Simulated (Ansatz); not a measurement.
# Geometry relaxation, with input and output: As₅P₄ (charge −1) (part 1 of 2)

- system: As₅P₄, charge −1
- method: RKS PBE-D4/def2-SVP (Ansatz 0.2.0)

The geometry: GFN2-xTB start. Figures and captions count atoms from 1; the log counts them from 0 in places.

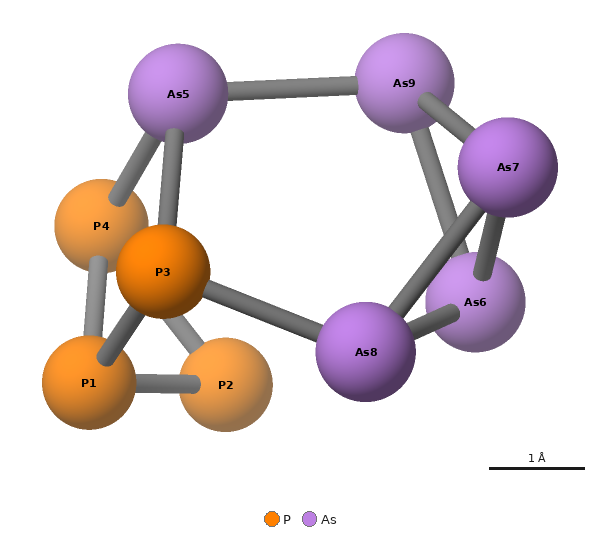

The input geometry (ball-and-stick view, seen at a tilt; atoms are numbered from 1 in the order of the input). Bond lengths as drawn: As–As 2.42 to 2.48 Å, As–P 2.32 to 2.39 Å and P–P 2.10 to 2.25 Å.

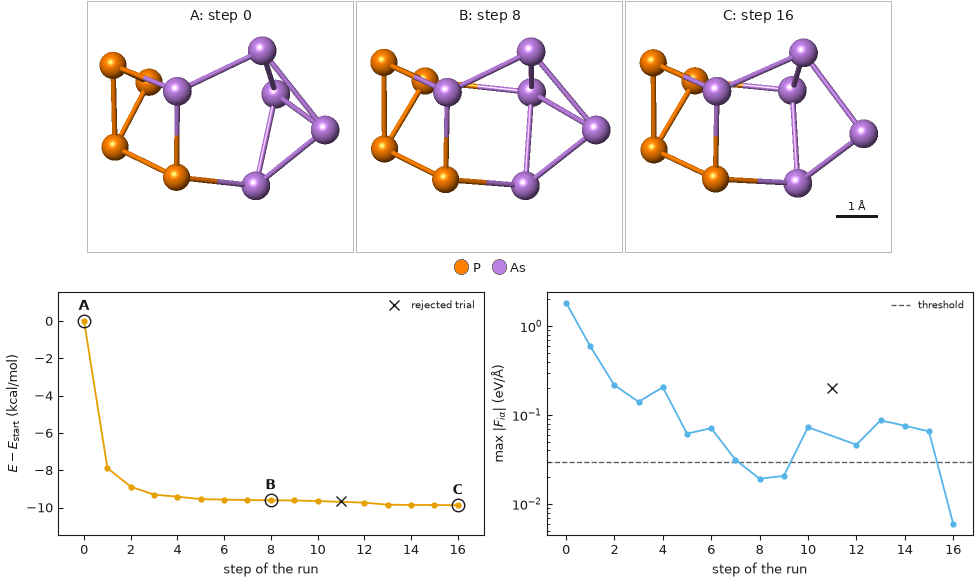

Frames of the relaxation (ball-and-stick view, seen at a tilt) above the curves, on which the letters mark them (the first geometry is step 0 here and step 1 in the log).

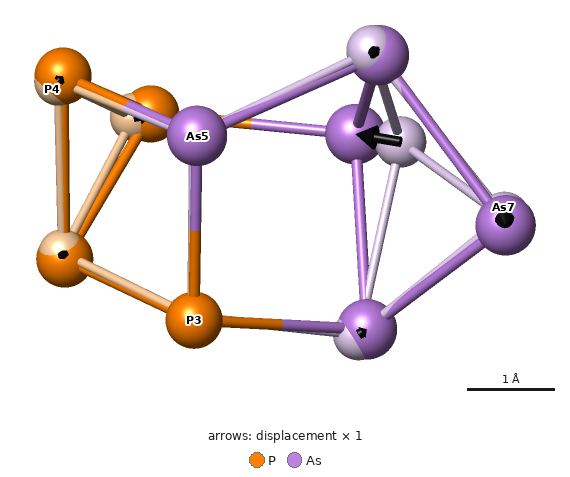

Start (faint) and end (solid) with the displacements as black arrows, at true length (ball-and-stick view, seen at a tilt). The two geometries are laid on each other by the best rigid fit. The energy falls by 9.88 kcal/mol in 16 geometry steps. The largest force component goes from 1.8 to 0.006 eV/Å. The line search rejected the trial step at point 11 (counted from 0) and went back. As6 moves most after the best rigid fit: 0.56 Å. By element the largest moves are As 0.56 Å, P 0.20 Å. Among the contacts that change: P2–As6 3.160 → 2.425 Å, As6–As7 2.443 → 3.115 Å, P1–P2 2.104 → 2.244 Å, P1–P4 2.147 → 2.283 Å. New bonds form: P2–As6 (3.16 → 2.43 Å). Among the angles that change: As6–As9–As7 59.6° → 78.7°, P3–As8–As6 105.1° → 96.9°, As5–As9–As6 104.5° → 96.8°. (Atoms are counted from 1 in the order of the input.)

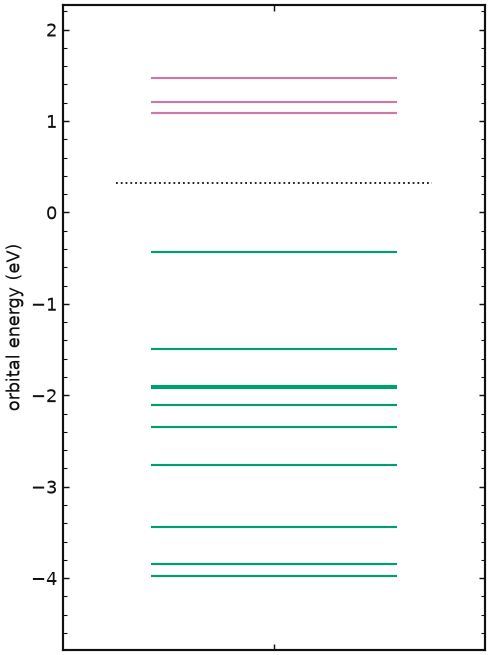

Orbital energies near the frontier; the dotted line parts filled from empty levels, and levels within 0.02 eV of each other stand side by side. Highest filled −0.43 eV, lowest empty 1.08 eV, 1.51 eV apart.

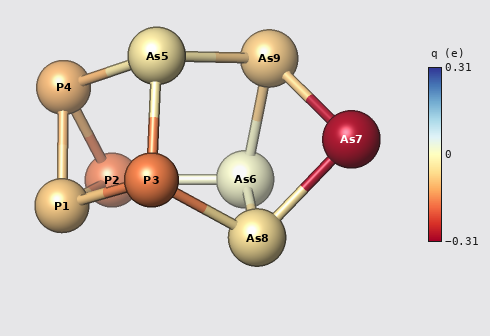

Mulliken charges, as the colour of each atom (ball-and-stick view, seen at a tilt; atoms are numbered from 1 in the order of the input; Mulliken charges depend strongly on the basis). By element: P −0.17 to −0.09 and As −0.29 to +0.01 e.

These pictures come from the run below.

### Input file
```yaml
crystal:
  periodic: [false, false, false]
  atoms:
    - {symbol: P, position_ang: [1.364530, 2.013640, -0.357340]}
    - {symbol: P, position_ang: [2.344380, 0.337390, 0.452530]}
    - {symbol: P, position_ang: [-0.737170, 1.458760, -0.921890]}
    - {symbol: P, position_ang: [1.102940, 1.526270, 1.716790]}
    - {symbol: As, position_ang: [-1.174840, 0.930290, 1.289440]}
    - {symbol: As, position_ang: [0.505540, -2.059070, -0.474780]}
    - {symbol: As, position_ang: [-1.891160, -2.166540, -0.933550]}
    - {symbol: As, position_ang: [-0.457780, -0.528020, -2.079200]}
    - {symbol: As, position_ang: [-1.056460, -1.512730, 1.308000]}
basis:
  gaussian: {orbitals: def2-SVP}
total_charge: -1
hamiltonian: {xc: pbe, dispersion: d4}
scf: {lower_state_search: "off"}
output: {orbitals: {seedname: orbitals}}
relax: {f_tol: 0.03, max_steps: 70}
```

Launch command:
```bash
ansatz run in.yaml --threads 4 --pin off --events-out ev --progress --plain --max-ram 6963MiB
```

### What the program printed
```
Functional definition: PBE
  name "PBE"
  cite "Perdew, Burke & Ernzerhof, Phys. Rev. Lett. 77, 3865 (1996) doi:10.1103/PhysRevLett.77.3865"
  parent pbe
  parameter kappa = 0.804
  parameter beta = 0.06672455060314922
  exchange = pbe_x(kappa = kappa, mu = beta*pi^2/3)
  correlation = pbe_c(beta = beta)
these checks for a lower state are left out or cut short: stability, starts, cluster_reference, orbital_swaps, neighbouring_geometries, increment
2643 factors; their error is unknown
mean field evaluation 1: about -341255.7918 eV, gradient 3.4e1 eV
mean field evaluation 2: about -341246.4723 eV, gradient 6.2e1 eV
mean field evaluation 4: about -341257.2691 eV, gradient 9.7e0 eV
mean field evaluation 8: about -341257.5865 eV, gradient 1.8e-1 eV
mean field evaluation 16: about -341257.3873 eV, gradient 8.2e-4 eV
mean field -341257.38730509 eV, -12540.9776708971 hartree, gradient 4.6e-6 eV, S^2 0.000000; 0 other end points of the search recorded, 0 dependent functions left out
the calculation of the forces begins
reference -341257.38733949 eV, -12540.9776721613 hartree; 113, 113 occupied and 119, 119 virtual orbitals, 2643 factors
relax step   1: F+E_penalty+E_count = -341258.57718421 eV  Δ(F+E_penalty+E_count) = +0.000e0 eV  max|allowed force component| = 1.847e0 eV/Å  Δτ_max = 0.0000 Å  (21 SCF iters, accepted)
these checks for a lower state are left out or cut short: stability, starts, cluster_reference, orbital_swaps, neighbouring_geometries, increment
2643 factors; their error is unknown
mean field -341257.74016441 eV, -12540.9906382380 hartree, gradient 1.4e-6 eV, S^2 0.000000; 0 other end points of the search recorded, 0 dependent functions left out
[... from here on the field's lines of each further geometry are left out, up to the last ...]
relax step   2: F+E_penalty+E_count = -341258.91918672 eV  Δ(F+E_penalty+E_count) = -3.420e-1 eV  max|allowed force component| = 5.957e-1 eV/Å  Δτ_max = 0.1119 Å  (23 SCF iters, accepted)
relax step   3: F+E_penalty+E_count = -341258.96225546 eV  Δ(F+E_penalty+E_count) = -4.307e-2 eV  max|allowed force component| = 2.166e-1 eV/Å  Δτ_max = 0.0970 Å  (22 SCF iters, accepted)
relax step   4: F+E_penalty+E_count = -341258.98080480 eV  Δ(F+E_penalty+E_count) = -1.855e-2 eV  max|allowed force component| = 1.413e-1 eV/Å  Δτ_max = 0.0547 Å  (22 SCF iters, accepted)
relax step   5: F+E_penalty+E_count = -341258.98559627 eV  Δ(F+E_penalty+E_count) = -4.791e-3 eV  max|allowed force component| = 2.059e-1 eV/Å  Δτ_max = 0.0487 Å  (23 SCF iters, accepted)
relax step   6: F+E_penalty+E_count = -341258.99124806 eV  Δ(F+E_penalty+E_count) = -5.652e-3 eV  max|allowed force component| = 6.184e-2 eV/Å  Δτ_max = 0.0172 Å  (22 SCF iters, accepted)
relax step   7: F+E_penalty+E_count = -341258.99234042 eV  Δ(F+E_penalty+E_count) = -1.092e-3 eV  max|allowed force component| = 7.123e-2 eV/Å  Δτ_max = 0.0331 Å  (23 SCF iters, accepted)
relax step   8: F+E_penalty+E_count = -341258.99340916 eV  Δ(F+E_penalty+E_count) = -1.069e-3 eV  max|allowed force component| = 3.143e-2 eV/Å  Δτ_max = 0.0115 Å  (22 SCF iters, accepted)
relax step   9: F+E_penalty+E_count = -341258.99390635 eV  Δ(F+E_penalty+E_count) = -4.972e-4 eV  max|allowed force component| = 1.924e-2 eV/Å  Δτ_max = 0.0146 Å  (22 SCF iters, accepted)
relax step  10: F+E_penalty+E_count = -341258.99440288 eV  Δ(F+E_penalty+E_count) = -4.965e-4 eV  max|allowed force component| = 2.065e-2 eV/Å  Δτ_max = 0.0295 Å  (22 SCF iters, accepted)
relax step  11: F+E_penalty+E_count = -341258.99565904 eV  Δ(F+E_penalty+E_count) = -1.256e-3 eV  max|allowed force component| = 7.303e-2 eV/Å  Δτ_max = 0.1022 Å  (28 SCF iters, accepted)
relax step  12: F+E_penalty+E_count = -341258.99542109 eV  Δ(F+E_penalty+E_count) = +2.379e-4 eV  max|allowed force component| = 2.019e-1 eV/Å  Δτ_max = 0.0825 Å  (23 SCF iters, rejected (line search))
relax step  13: F+E_penalty+E_count = -341258.99943005 eV  Δ(F+E_penalty+E_count) = -3.771e-3 eV  max|allowed force component| = 4.637e-2 eV/Å  Δτ_max = 0.0402 Å  (23 SCF iters, accepted)
relax step  14: F+E_penalty+E_count = -341259.00413743 eV  Δ(F+E_penalty+E_count) = -4.707e-3 eV  max|allowed force component| = 8.718e-2 eV/Å  Δτ_max = 0.0996 Å  (28 SCF iters, accepted)
relax step  15: F+E_penalty+E_count = -341259.00479830 eV  Δ(F+E_penalty+E_count) = -6.609e-4 eV  max|allowed force component| = 7.596e-2 eV/Å  Δτ_max = 0.0223 Å  (22 SCF iters, accepted)
the calculation of the forces begins
reference -341257.80066938 eV, -12540.9928617543 hartree; 113, 113 occupied and 119, 119 virtual orbitals, 2643 factors
relax step  16: F+E_penalty+E_count = -341259.00493558 eV  Δ(F+E_penalty+E_count) = -1.373e-4 eV  max|allowed force component| = 6.551e-2 eV/Å  Δτ_max = 0.0024 Å  (15 SCF iters, accepted)
these checks for a lower state are left out or cut short: stability, starts, cluster_reference, orbital_swaps, neighbouring_geometries, increment
2643 factors; their error is unknown
mean field -341257.80218052 eV, -12540.9929172880 hartree, gradient 1.8e-6 eV, S^2 0.000000; 0 other end points of the search recorded, 0 dependent functions left out
the calculation of the forces begins
reference -341257.80221434 eV, -12540.9929185306 hartree; 113, 113 occupied and 119, 119 virtual orbitals, 2643 factors
relax step  17: F+E_penalty+E_count = -341259.00544475 eV  Δ(F+E_penalty+E_count) = -5.092e-4 eV  max|allowed force component| = 5.998e-3 eV/Å  Δτ_max = 0.0073 Å  (23 SCF iters, accepted)
Total energy: -341259.00547857 eV, -12541.0371376754 hartree
Atom 0 at     1.376099     2.006142    -0.436912 Å, force     0.002321     0.000026    -0.000042 eV/Å
Atom 1 at     2.297888     0.148016     0.418460 Å, force     0.001980    -0.002538    -0.000502 eV/Å
Atom 2 at    -0.782936     1.462254    -0.954904 Å, force    -0.003712     0.000665    -0.005473 eV/Å
Atom 3 at     1.088971     1.457455     1.760643 Å, force    -0.002406     0.004669     0.004312 eV/Å
Atom 4 at    -1.217586     0.904655     1.291365 Å, force     0.001945    -0.005202    -0.001812 eV/Å
Atom 5 at     0.887482    -1.687474    -0.304760 Å, force    -0.003023     0.001542    -0.004200 eV/Å
Atom 6 at    -2.139417    -2.066803    -0.934417 Å, force    -0.005953     0.000348    -0.002061 eV/Å
Atom 7 at    -0.478208    -0.637512    -2.053210 Å, force     0.004958     0.001129     0.003779 eV/Å
Atom 8 at    -1.032313    -1.586744     1.213735 Å, force     0.003890    -0.000640     0.005998 eV/Å
Dipole moment:    -0.055547    -0.212388     0.084159 e Å
Checks for a lower state left out: stability, starts, cluster_reference, orbital_swaps, neighbouring_geometries, increment
```

### Trajectory as extended XYZ (Å, eV, eV/Å), 17 frames, from step=1 to step=17
```
9
Properties=species:S:1:pos:R:3:forces:R:3 step=1 energy=-341258.57718
P     1.3645    2.0136   -0.3573    0.9225   1.5351  -1.5995
P     2.3444    0.3374    0.4525    0.7231  -1.2693   0.1251
P    -0.7372    1.4588   -0.9219   -1.1423  -0.1314  -0.4308
P     1.1029    1.5263    1.7168    0.4307   0.1137   1.8465
As   -1.1748    0.9303    1.2894   -1.0112  -0.3747  -0.0007
As    0.5055   -2.0591   -0.4748    1.3268  -0.1723   0.3268
As   -1.8912   -2.1665   -0.9335   -1.0029  -0.2942  -0.1453
As   -0.4578   -0.5280   -2.0792   -0.0963   0.4128  -0.3989
As   -1.0565   -1.5127    1.3080   -0.1504   0.1804   0.2768
9
Properties=species:S:1:pos:R:3:forces:R:3 step=2 energy=-341258.91919
P     1.4092    2.0186   -0.4017    0.4159   0.4500  -0.4312
P     2.3626    0.2726    0.4457   -0.0158  -0.3680   0.0043
P    -0.7909    1.4919   -0.9344   -0.3742  -0.1289  -0.1196
P     1.1244    1.4864    1.7350    0.1622   0.0546   0.5957
As   -1.2588    0.9217    1.2785   -0.1728  -0.0661   0.0298
As    0.5964   -2.0065   -0.4361    0.1329   0.2100   0.0852
As   -1.9048   -2.1841   -0.9283   -0.1213  -0.1140  -0.0533
As   -0.4740   -0.4974   -2.0796   -0.0459  -0.0724   0.0192
As   -1.0640   -1.5034    1.3209    0.0190   0.0347  -0.1302
```
